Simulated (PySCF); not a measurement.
Consider C₄H₂F₄O (SMILES O=C/C(F)=C/C(F)(F)F).

```xyz
11

O     2.4803   -0.3437    1.1289
C     2.1510    0.1142    0.0736
C     0.7373    0.2225   -0.3789
F     0.5982    0.7629   -1.5871
C    -0.2902   -0.1868    0.3640
C    -1.7437   -0.1211   -0.0005
F    -1.9902    0.4047   -1.1982
F    -2.4272    0.6087    0.8964
F    -2.2932   -1.3467    0.0103
H     2.8681    0.5023   -0.6692
H    -0.0850   -0.6144    1.3348
```

Geometry: GFN2-xTB.

Theory: mPW1PW91/pcSseg-1, SCF density, in a tetrahydrofuran solvent model, non-relativistic (PySCF 2.14.0).

> What can the converged electron density and electron localisation function tell about the bonding?

C–O (1.20 Å): ρ at the midpoint is about 3.4 e/Å³; the ELF peaks at about 0.85 between the atoms (a multiple bond).
C–F (1.33 Å): the density is about 2.4 e/Å³ at the midpoint; the ELF peaks at about 0.85 between the atoms (a polar covalent bond).
C–C (1.33 Å): ρ at the midpoint is about 2.3 e/Å³; the ELF peaks at about 0.95 between the atoms; a multiple bond.
C–H (1.08 Å): ρ is about 2.1 e/Å³ halfway; the ELF climbs to about 1 towards the hydrogen, as it does in any bond to H (an ordinary covalent bond to hydrogen).

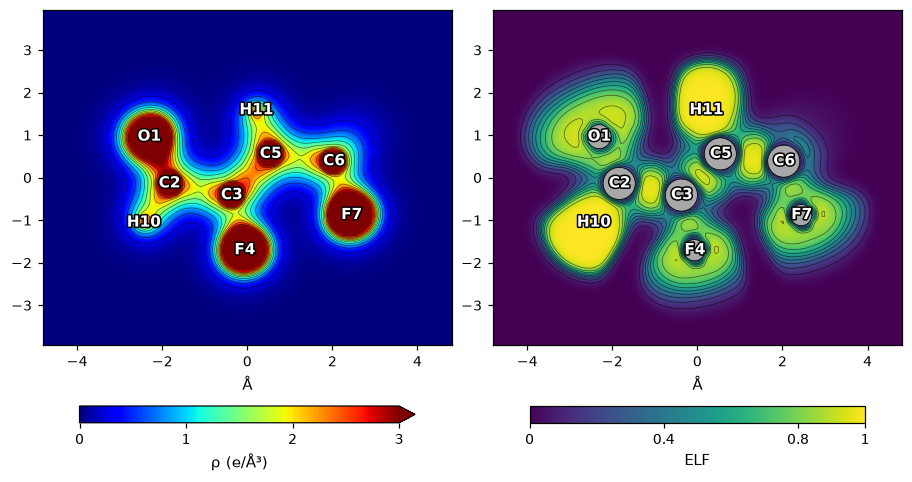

Computed electron density and electron localisation function on the plane of atoms O1, C2 and H10, in this order. Grey discs cover the atomic cores in the ELF map. 
